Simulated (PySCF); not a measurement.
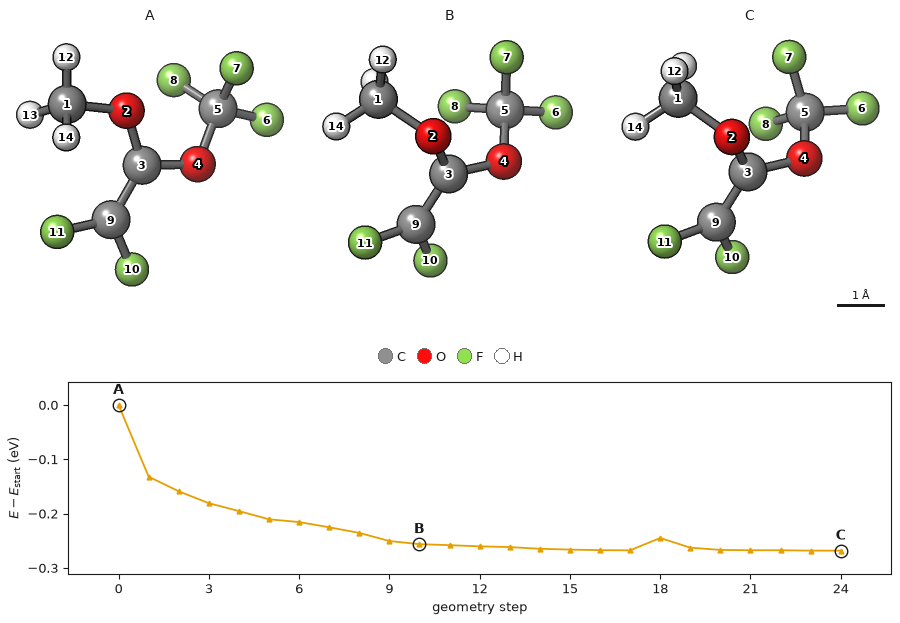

Frames of a relaxation of C$_{4}$H$_{3}$F$_{5}$O$_{2}$, marked on the history of the run. The picture is a ball-and-stick view, seen from a free direction.

The start comes from GFN2-xTB. Its atoms were then displaced at random by about 0.01 Å.

Level of theory: PBE0-D3(BJ)/def2-SVP geometry optimisation, gas phase (PySCF). 

What happens along the run?

H13 moves most after the best rigid fit: 1.54 Å. By element the largest moves are H 1.54 Å, F 1.14 Å, O 1.00 Å, C 0.41 Å. Near-neighbour distances that change, for instance: C3–O4 1.336 → 1.375 Å, C1–H12 1.061 → 1.097 Å, C1–O2 1.448 → 1.420 Å, C9–F10 1.325 → 1.304 Å. Bond angles that change, for instance: O2–C3–C9 129.1° → 124.2°, H12–C1–H13 113.3° → 109.3°, C3–C9–F11 126.6° → 122.9°. Groups turn about O2–C3 by about 65°, C3–O4 by about 50°. Over 24 geometry steps the energy falls by 0.268 eV. The run took 6.4 min on 1 thread of Arm Neoverse V1, on a shared host. From step 0 to 10: H13 moves most (1.25 Å), energy −0.256 eV. From step 10 to 24: F8 moves most (0.53 Å), energy −0.012 eV.

```json
{"step": "0", "E − E(0), eV": "0.0000"}
{"step": "1", "E − E(0), eV": "-0.1318"}
{"step": "2", "E − E(0), eV": "-0.1588"}
{"step": "3", "E − E(0), eV": "-0.1806"}
{"step": "4", "E − E(0), eV": "-0.1951"}
{"step": "5", "E − E(0), eV": "-0.2103"}
{"step": "6", "E − E(0), eV": "-0.2153"}
{"step": "7", "E − E(0), eV": "-0.2250"}
{"step": "8", "E − E(0), eV": "-0.2353"}
{"step": "9", "E − E(0), eV": "-0.2502"}
{"step": "10", "E − E(0), eV": "-0.2561"}
{"step": "11", "E − E(0), eV": "-0.2579"}
{"step": "12", "E − E(0), eV": "-0.2600"}
{"step": "13", "E − E(0), eV": "-0.2614"}
{"step": "14", "E − E(0), eV": "-0.2645"}
{"step": "15", "E − E(0), eV": "-0.2660"}
{"step": "16", "E − E(0), eV": "-0.2670"}
{"step": "17", "E − E(0), eV": "-0.2674"}
{"step": "18", "E − E(0), eV": "-0.2447"}
{"step": "19", "E − E(0), eV": "-0.2625"}
{"step": "20", "E − E(0), eV": "-0.2667"}
{"step": "21", "E − E(0), eV": "-0.2672"}
{"step": "22", "E − E(0), eV": "-0.2672"}
{"step": "23", "E − E(0), eV": "-0.2679"}
{"step": "24", "E − E(0), eV": "-0.2680"}
```
